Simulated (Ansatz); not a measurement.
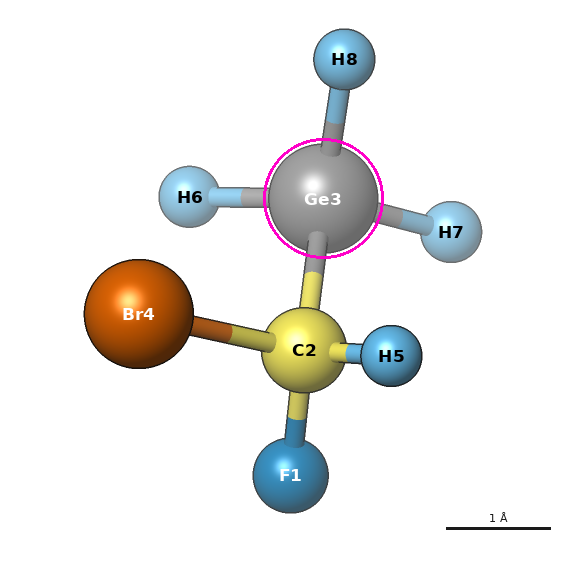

Orthographic view. Distant atoms are faded towards the background colour. Computed geometry: PBE-D4/def2-SVP optimisation. No frequency run is at hand to confirm it as a minimum.

Which atoms are bonded to the circled atom?

Answer. The circled atom is Ge3; it is bonded to C2, H6, H7, H8.

Which two atoms are farthest apart in space?

Answer. Br4 and H7, 4.58 Å.

Of C2 and Ge3, which is nearer the viewer?

Answer. C2; the bond to Ge3 points away from the viewer, so it looks shorter than its 2.00 Å.
